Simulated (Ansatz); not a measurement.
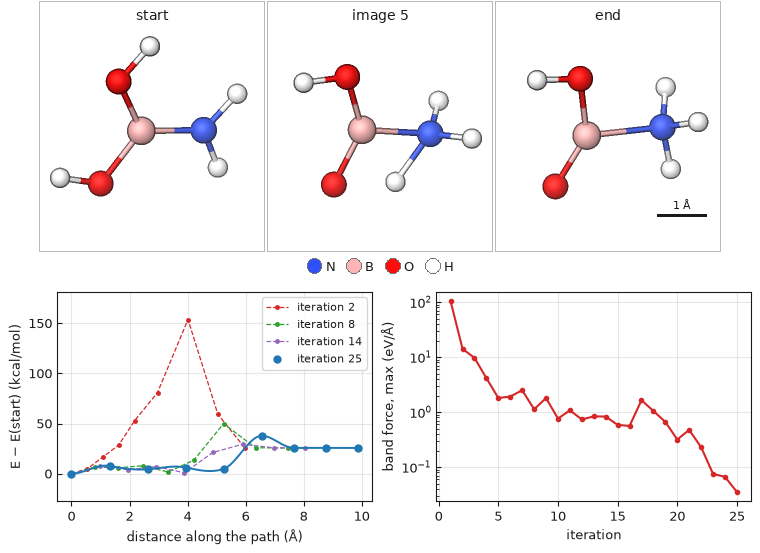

NEB run on BNH₄O₂. Images are numbered from 0 (start) to 8 (end). The plot follows the band through its iterations. The picture is a ball-and-stick view, seen at a tilt.

Computed with Ansatz 0.2.0, RKS PBE-D4/def2-SVP. Run with 7 movable images; climbing image; force threshold 0.05 eV/Å; iteration limit 60; starting path through a guess of the saddle point.

Question: Did the band converge, and can the barrier be trusted?

Answer: The run is converged, with reservations. The band converged in 25 iterations. The largest component of the band force went from 100 to 0.035 eV/Å. The climbing image converged on the top of the path. Its vibrational analysis gives one imaginary mode (1289i cm⁻¹), as a transition state must have. The first iteration put the highest image at 609.0 kcal/mol. The energy climbs by 37.8 kcal/mol to image 5 and then falls by 12.2 kcal/mol, so the end point sits at +25.7 kcal/mol. The profile has 3 maxima (images 1, 3, 5) with a dip at image 2, 4 (+4.4 kcal/mol, +4.8 kcal/mol), so the process runs in steps.

Cost: 2.7 min on 1 thread of Intel(R) Xeon(R) Platinum 8559C (Emerald Rapids) (shared host), peak memory 0.15 GiB.
